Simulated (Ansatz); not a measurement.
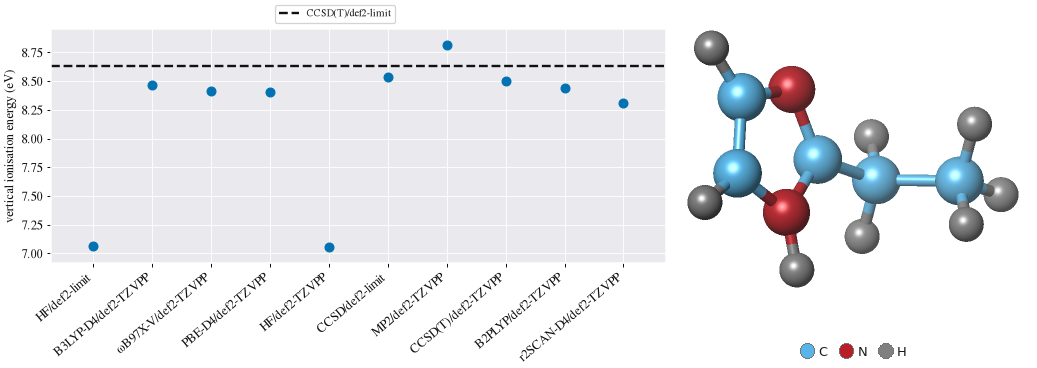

Vertical ionisation energy of C₅H₈N₂, SMILES CCc1ncc[nH]1, taken as the energy of the cation less that of the neutral at fixed geometry (unrestricted doublet cation, cores frozen in correlated methods, no spin-orbit coupling), the Ansatz code 0.2.0, at a PBE0-D4/def2-TZVP geometry (a minimum by its frequencies). Limit means an estimate of the basis limit from triple and quadruple zeta; for coupled cluster it is either extrapolated directly or built as the MP2 limit plus the step from MP2 in triple zeta. B2PLYP/def2-TZVPP holds a correlation term that converges slowly with the basis, so part of the distance to the limit is basis error. The distance of MP2/def2-TZVPP and CCSD(T)/def2-TZVPP to the limit includes basis error.

Q: Which level comes closest to the line (CCSD(T)/def2-limit), and which misses most?

A: Closest CCSD/def2-limit (8.53 eV), against 8.63 eV; farthest HF/def2-TZVPP (7.06 eV).

Q: Give the values.

A:
| level | eV | less CCSD(T)/def2-limit |
| --- | --- | --- |
| HF/def2-limit | 7.06 | −1.57 |
| B3LYP-D4/def2-TZVPP | 8.47 | −0.16 |
| ωB97X-V/def2-TZVPP | 8.41 | −0.22 |
| PBE-D4/def2-TZVPP | 8.41 | −0.23 |
| HF/def2-TZVPP | 7.06 | −1.58 |
| CCSD/def2-limit | 8.53 | −0.10 |
| MP2/def2-TZVPP | 8.81 | 0.18 |
| CCSD(T)/def2-TZVPP | 8.50 | −0.13 |
| B2PLYP/def2-TZVPP | 8.44 | −0.19 |
| r2SCAN-D4/def2-TZVPP | 8.31 | −0.33 |
| CCSD(T)/def2-limit | 8.63 | 0.00 |

Caveats, for all or some of the runs: one conformer of a flexible molecule.
